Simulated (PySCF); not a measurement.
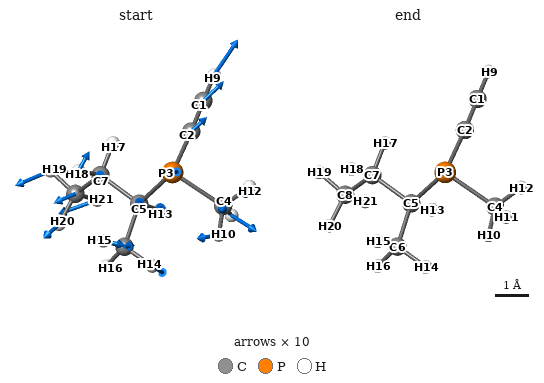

The structure of C7H13P before (left) and after (right) a relaxation, at one scale. The blue arrows give the displacements, magnified 10 times.

The picture is a ball-and-stick view, seen at a tilt.

The start comes from GFN2-xTB.

Theory: PBE0-D3(BJ)/def2-SVP geometry optimisation, gas phase (PySCF 2.14.0, density-fitted response routines). 

Question: Summarise the run.

Answer: H9 moves most after the best rigid fit: 0.14 Å. By element the largest moves are H 0.14 Å, C 0.09 Å, P 0.07 Å. Among the contacts that change: C1–H9 1.051 → 1.075 Å, C1–C2 1.203 → 1.217 Å, C4–H10 1.089 → 1.100 Å, P3–C5 1.886 → 1.876 Å. Among the angles between lasting bonds that change: C2–P3–C5 96.7° → 99.6°, C2–P3–C4 96.2° → 99.0°, C2–C1–H9 177.6° → 179.9°. After 5 geometry steps the energy has fallen by 0.087 eV. Largest force component: 0.93 eV/Å at the start, 0.014 eV/Å at the end. The run took about 2.7 core-minutes on a shared host.
